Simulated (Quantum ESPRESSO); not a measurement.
**Fe3PO7 (Grattarolaite): parallel and opposed starts**

Aim: find out which collinear order of Fe3PO7 (Grattarolaite) costs least.

Calculated with Quantum ESPRESSO 7.5; PBEsol; plane waves with GBRV 1.5 PBEsol potentials, no spin-orbit coupling.

The experiments to compare with:

For Fe3PO4O3, rhombohedral, non-centrosymmetric (earlier work), “Partial Antiferromagnetic Helical Order in Fe3PO4O3” (2019, arxiv:1910.08818) quotes earlier work: moment (ordered moment per Fe3+) 4.3 μB [literature value derived from Mössbauer spectra, not from magnetic diffraction …].

This is a report of a sequence of runs, with most program output left out.

## 1. The starting structure

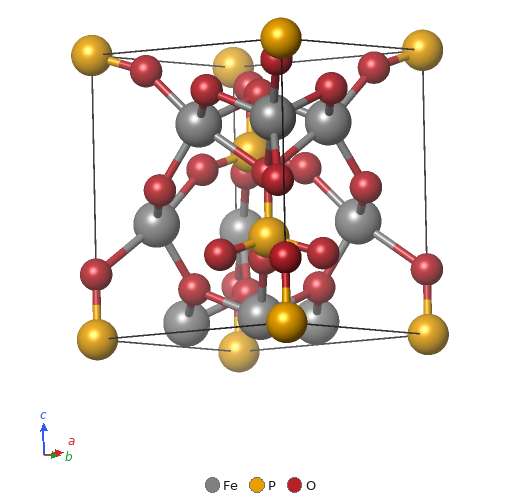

The starting structure, seen slightly off an axis (iron grey, phosphorus orange, oxygen red). This picture shows the conventional cell, with its axes. Bonds to atoms that aren't drawn are left out. Some periodic images of atoms are drawn too.

The cell comes from the Crystallography Open Database.

## 2. Run 1 (ferro +++)

The signs are those of the starting moments on the seeded atoms, the atoms that are given a moment.

The input, pw.in:

```
&CONTROL
  calculation = 'scf'
  prefix = 'pwscf'
  outdir = './tmp'
  pseudo_dir = './pseudo'
  disk_io = 'nowf'
/
&SYSTEM
  ibrav = 0
  celldm(1) = 8
  nat = 11
  ntyp = 3
  ecutwfc = 40
  ecutrho = 280
  nbnd = 68
  occupations = 'smearing'
  smearing = 'fd'
  degauss = 0.00367493
  nspin = 2
  starting_magnetization(1) = 0.25
  starting_magnetization(2) = 0
  starting_magnetization(3) = 0
/
&ELECTRONS
  conv_thr = 2.2d-08
  electron_maxstep = 150
  mixing_beta = 0.3
/
ATOMIC_SPECIES
Fe     55.8450 fe_pbesol_v1.5.uspp.F.UPF
P      30.9738 p_pbesol_v1.5.uspp.F.UPF
O      15.9990 o_pbesol_v1.2.uspp.F.UPF
CELL_PARAMETERS alat
   0.9455717096096    0.5459260810892    0.5403829330623
  -0.9455717096096    0.5459260810892    0.5403829330623
   0.0000000000000   -1.0918521621548    0.5403829330623
ATOMIC_POSITIONS crystal
Fe      0.5395000000    0.1485000000    0.5395000000
Fe      0.5395000000    0.5395000000    0.1485000000
Fe      0.1485000000    0.5395000000    0.5395000000
P       0.0000000000    0.0000000000    0.0000000000
O       0.2289000000    0.2289000000    0.2289000000
O       0.3895000000    0.7668000000    0.3895000000
O       0.3895000000    0.3895000000    0.7668000000
O       0.7668000000    0.3895000000    0.3895000000
O       0.8330000000    0.1440000000    0.8330000000
O       0.8330000000    0.8330000000    0.1440000000
O       0.1440000000    0.8330000000    0.8330000000
K_POINTS automatic
4 4 4 0 0 0
```

Launch:

```console
$ OMP_NUM_THREADS=1 mpirun -n 4 pw.x -nk 4 -in pw.in > pw.out
```

The job ended after 30 s (4 MPI ranks of AMD EPYC 9R14 (Zen 4), shared host; peak memory 0.83 GiB; 2 min of CPU time).

Spin moment in the atom's sphere by atom:

```csv
atom,spin moment in the atom's sphere (μB)
Fe1,3.70
Fe2,3.70
Fe3,3.70
P4,0.02
O5,0.17
O6,0.39
O7,0.39
O8,0.39
O9,0.14
O10,0.14
O11,0.14
```

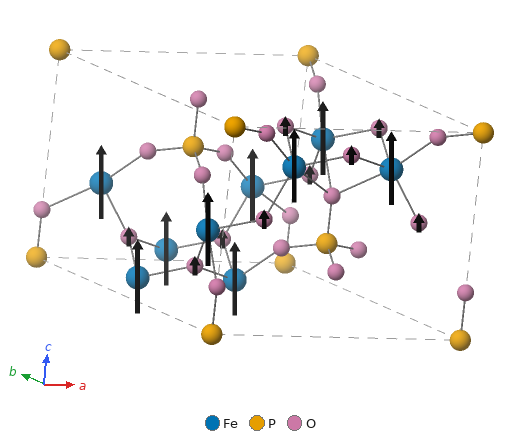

Spin moment in the atom's sphere as arrows, the longest 3.70 μB. Up and down stand for the sign. Arrows give size and sign along the axis of quantisation, drawn up and down the page. Each arrow also spans its atom, so small moments look longer than they are. Bonds to atoms that aren't drawn are left out. Some periodic images of atoms are drawn too.

This step gave:

```
smearing term TS       : 0.009772 eV
magnetization          : 14.95 μB
absolute magnetization : 14.96 μB
final state            : ferromagnetic
```

## 3. Start 2: ferri ++−

Edit pw.in of step 2 so:

```diff
@@ -11,6 +11,6 @@
   nat = 11
-  ntyp = 3
+  ntyp = 4
   ecutwfc = 40
   ecutrho = 280
-  nbnd = 68
+  nbnd = 64
   occupations = 'smearing'
@@ -20,4 +20,5 @@
   starting_magnetization(1) = 0.25
-  starting_magnetization(2) = 0
+  starting_magnetization(2) = -0.25
   starting_magnetization(3) = 0
+  starting_magnetization(4) = 0
 /
@@ -29,3 +30,4 @@
 ATOMIC_SPECIES
-Fe     55.8450 fe_pbesol_v1.5.uspp.F.UPF
+Fe1    55.8450 fe_pbesol_v1.5.uspp.F.UPF
+Fe2    55.8450 fe_pbesol_v1.5.uspp.F.UPF
 P      30.9738 p_pbesol_v1.5.uspp.F.UPF
@@ -37,5 +39,5 @@
 ATOMIC_POSITIONS crystal
-Fe      0.5395000000    0.1485000000    0.5395000000
-Fe      0.5395000000    0.5395000000    0.1485000000
-Fe      0.1485000000    0.5395000000    0.5395000000
+Fe1     0.5395000000    0.1485000000    0.5395000000
+Fe1     0.5395000000    0.5395000000    0.1485000000
+Fe2     0.1485000000    0.5395000000    0.5395000000
 P       0.0000000000    0.0000000000    0.0000000000
```

The job ended after 45 s (4 MPI ranks; peak memory 0.91 GiB).

Spin moment in the atom's sphere by atom:

```csv
atom,spin moment in the atom's sphere (μB)
Fe1,3.57
Fe2,3.57
Fe3,-3.42
P4,0.01
O5,0.06
O6,0.12
O7,0.12
O8,0.13
O9,0.11
O10,0.11
O11,-0.07
```

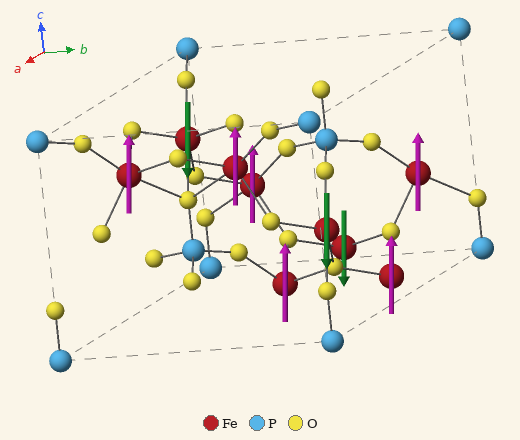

Spin moment in the atom's sphere as arrows, the longest 3.57 μB. Up and down stand for the sign. Arrows give size and sign along the axis of quantisation, drawn up and down the page. The two directions have two colours. Bonds to atoms that aren't drawn are left out. Some periodic images of atoms are drawn too.

Numbers from this step:

```yaml
smearing_term_ts: 5.99e-4 eV
magnetization: 4.998 μB
absolute_magnetization: 12.90 μB
final_state: ferrimagnetic
```

## 4. Energies of the orders

An order is kept where moments of 0.15 μB or more survive with the typed signs; meshes match where a doubled cell samples the same k points as the first cell.

Ferrimagnetic means that a moment over 0.15 μB on a transition or rare-earth metal, induced ones included, opposes the net moment. Orders:

```csv
start,final state,typed order kept,energy over the lowest (meV a seeded atom),largest site moment (μB),net moment (μB a cell of the first run),mesh matched,CPU time (s)
ferro +++,ferromagnetic,yes,341.6,3.703,14.95,yes,120
ferri ++-,ferrimagnetic,yes,0,3.566,4.998,yes,179.6
```

## 5. Outcome

```
lowest state found      : ferrimagnetic (from ferri ++-)
largest site moment     : 3.57 μB
next state with moments : ferromagnetic, 342 meV a seeded atom higher
```

In words: Only these 2 starts were compared; other wavevectors, canted and longer-period orders were not. A computed site moment is spin alone and hangs on the region that is counted: the program's spheres do not touch and miss the tail of the moment. Measured moments hold any orbital part as well, and belong to the order of the sample, which need not be the order of this run. No Hubbard term acts here. In such compounds local and semilocal functionals without one often delocalise the d electrons, and can shrink or lose moments and miss the size, sign and order of the couplings.

Computed beside measured:

| quantity | measured | in the sphere |
| --- | --- | --- |
| moment (Fe) (μB) | 4.3 | 3.57 (-17.1 %) |

Measured values from arxiv:1910.08818 (2019).

**Verdict.** The moment is off by -17.1 %. No cell relaxation is part of this session.

[Logs and program files are shortened in this print: banners, set-up blocks, solver, clock and traceback lines can be left out without a mark of their own.]

[Logs are printed without paths, hosts, clocks, repeated set-up lines and the standing remarks that a program may print on its own settings, such as how far it seeks lower states.]

[Hosts, paths, dates, database ids (printed as entryN), source tags and the programs' standing remarks are cut or masked in the printed files.]

[Where a cell is said to come from a database of computed structures, the database is the Materials Project.]
